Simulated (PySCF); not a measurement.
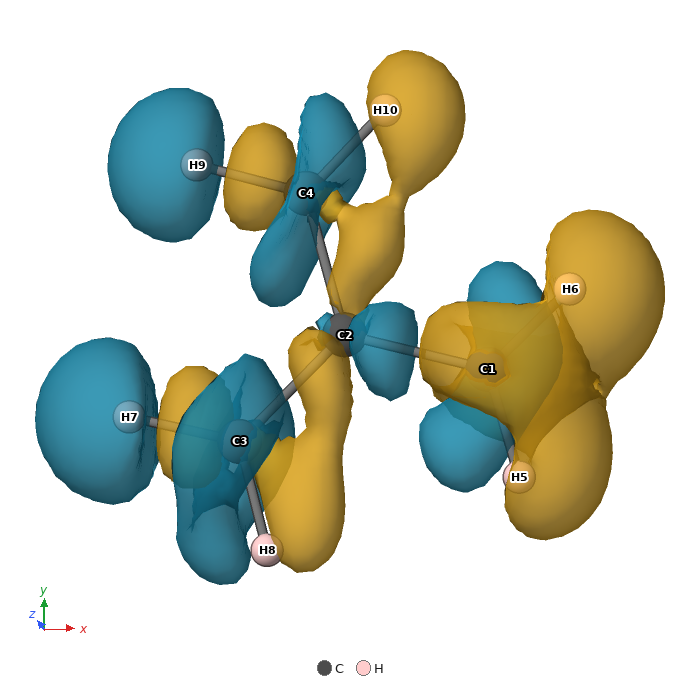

Figure 1: C4H6, triplet, SMILES `[CH2]C([CH2])=C`. Change of the electron density in a uniform field of 0.51 V/Å, surfaces at ±0.004 e/Å³ (yellow: gain, teal: loss).

Level of theory: CAM-B3LYP/6-311+G** (PySCF), at a geometry from GFN2-xTB. No frequency check shows the geometry to be a minimum. The basis has diffuse s and p functions alone, which still leaves polarisabilities too small, most of all across bonds. The stability of the open-shell solution wasn't checked. GFN2-xTB doesn't know the spin state, so this open-shell geometry is rough.

The field was applied in both directions; the picture shows the one opposite to the script's first.

Along which Cartesian direction does the field point?

Along −x: electrons gather on the +x side, against the field.

How large is the response?

The induced dipole is 1.41 D (along the field); α along this axis, from the fields in both directions, is 55 bohr³ (8.2 Å³).
